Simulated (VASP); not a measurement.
Band structure of VSe (relaxed from the zinc blende structure, space group F-43m). All values below come from PBEsol GGA, VASP's PBE PAW potentials (set 64) (plane waves; VASP).

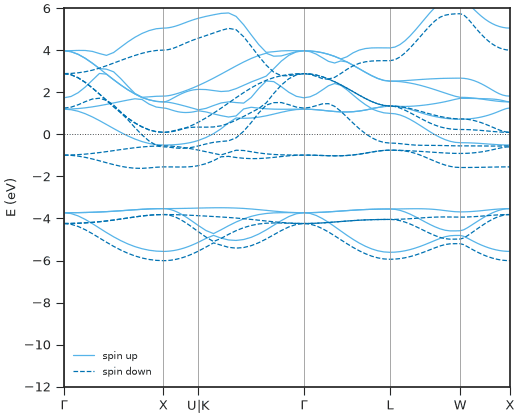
Fig. 1. Bands along high-symmetry lines, zero at the valence-band maximum or, without a gap, the Fermi level

Read the plot: is there a gap, and where are the band edges?

It has no gap at this level: it comes out as a metal or semimetal. (Edges off the drawn lines would not show.)

The structure was generated: VSe was put into the zinc blende type (F-43m), which need not be its known phase. It was relaxed first, which changed the volume by -30 %.
